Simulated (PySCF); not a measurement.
# C4H8FPSi: the cost of one run

Programs: PySCF 2.14.0, with routines of our own; each step states its level. All values are computed. Atoms count from 0.

### Step 1. The starting structure

15 atoms, charge 0, multiplicity 1; geometry from: GFN2-xTB.

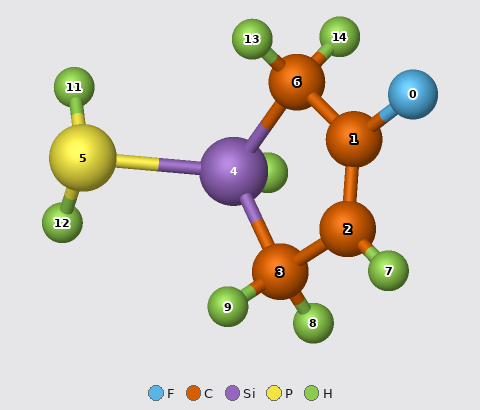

The starting geometry (fluorine blue, carbon orange, silicon purple, phosphorus yellow, hydrogen green).

### Step 2. Magnetic properties: GIAO PBE/pcSseg-1

The job: settings as JSON, then the geometry in Å.

```
{"job": {"kind": "mag", "xc": "PBE", "basis": "pcSseg-1", "isotopologues": 2}, "charge": 0, "multiplicity": 1}
F     -1.997381     2.362086    -0.485487
C     -1.276744     1.229776    -0.298394
C     -1.688065     0.058743    -0.747953
C     -0.815492    -1.127803    -0.488743
Si     0.592905    -0.428617     0.603304
P      2.596071    -0.719409    -0.361367
C      0.006485     1.382337     0.443034
H     -2.612157    -0.059501    -1.291126
H     -1.391749    -1.918370    -0.008081
H     -0.455084    -1.538059    -1.434511
H      0.464403    -0.889609     1.998073
H      3.316043    -0.218683     0.709172
H      2.736122    -2.025727     0.073294
H      0.690050     2.014966    -0.126548
H     -0.169819     1.885859     1.393420
```

Level: GIAO PBE/pcSseg-1 magnetisability, rotational g tensor and spin-rotation constants, non-relativistic, gas phase.

Run with:

```sh
OMP_NUM_THREADS=1 python excited_run.py task.json out
```

This one command runs all jobs of the session in turn.

Q: Estimate the wall time and peak memory of this first job on 1 thread of Arm Neoverse N1, shared host.

About 62 s, with a peak of 0.62 GiB.
